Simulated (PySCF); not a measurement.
The calculation's input:

```
{"job": {"kind": "nmr", "xc": "PBE0", "basis": "pcSseg-1"}, "charge": 0, "multiplicity": 1}
C     -2.307982     0.485983     0.147639
C     -1.079508    -0.366408    -0.125382
F     -1.051596    -1.408415     0.794781
C      0.226947     0.405717    -0.022657
Si     1.735467    -0.761849    -0.053157
C      3.220643     0.373425    -0.101909
N      4.134672     1.063216    -0.130540
H     -3.206761    -0.124000     0.096222
H     -2.242297     0.926728     1.140099
H     -2.374855     1.279529    -0.591278
H     -1.160528    -0.855894    -1.105105
H      0.223126     0.981999     0.905244
H      0.266635     1.123061    -0.843118
H      1.844288    -1.569148     1.158686
H      1.767335    -1.545956    -1.291437
```

Command:

```sh
OMP_NUM_THREADS=1 python probes_run.py task.json out
```

Geometry: GFN2-xTB.

These are results of PySCF 2.14.0, PBE0/pcSseg-1, SCF density, gas phase, non-relativistic, not measurements.

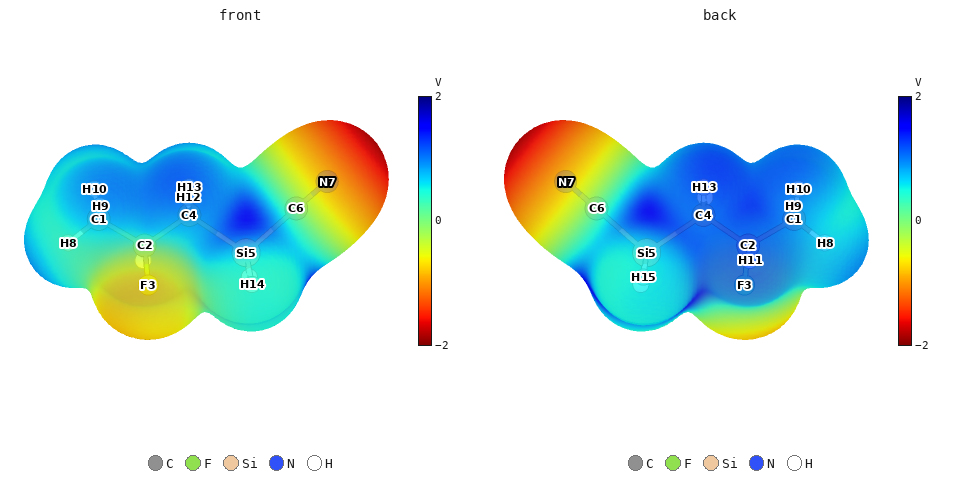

C4H8FNSi. The molecular electrostatic potential painted on the density surface at 0.002 e/bohr³, seen from the front and from behind; the colour scale runs from red (negative) to blue (positive).

### Describe the electrostatic potential map.

The most negative region (about −1.8 V, or −42 kcal/mol for a unit charge) lies over N7, the most positive (about +1.5 V, or +35 kcal/mol for a unit charge) over Si5. N7 is the likeliest acceptor of a hydrogen bond.
